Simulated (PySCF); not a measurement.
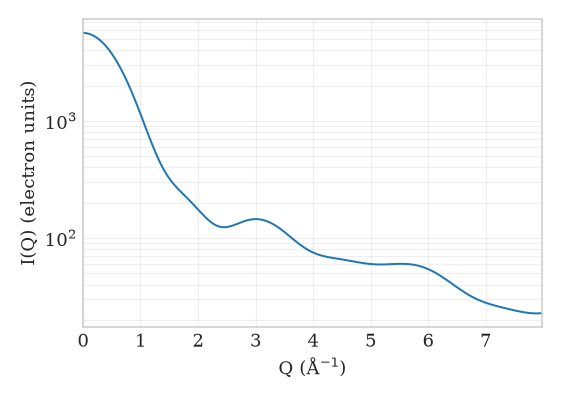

Elastic X-ray scattering of a randomly oriented, rigid molecule, calculated with the Debye equation from neutral-atom form factors (independent atoms, no Compton part, no vibration). The geometry is the end point of an optimisation (PySCF, PBE0-D3(BJ)/def2-SVP geometry optimisation, gas phase); it may be a saddle point or a higher isomer. It contains F, C, H.

**How many electrons does the independent-atom model of the molecule hold?**

I(0) is the square of the electron number: I(0) = 5620, so about 75 electrons, the count of C8H9F2.

**What radius of gyration does the initial fall-off give?**

From I(Q) ≈ I(0) exp(−Q²R²/3) at small Q, R ≈ 2.20 Å. It is larger than the electron-weighted radius of the nuclear positions alone (2.07 Å), because each atom's electron cloud adds to it.
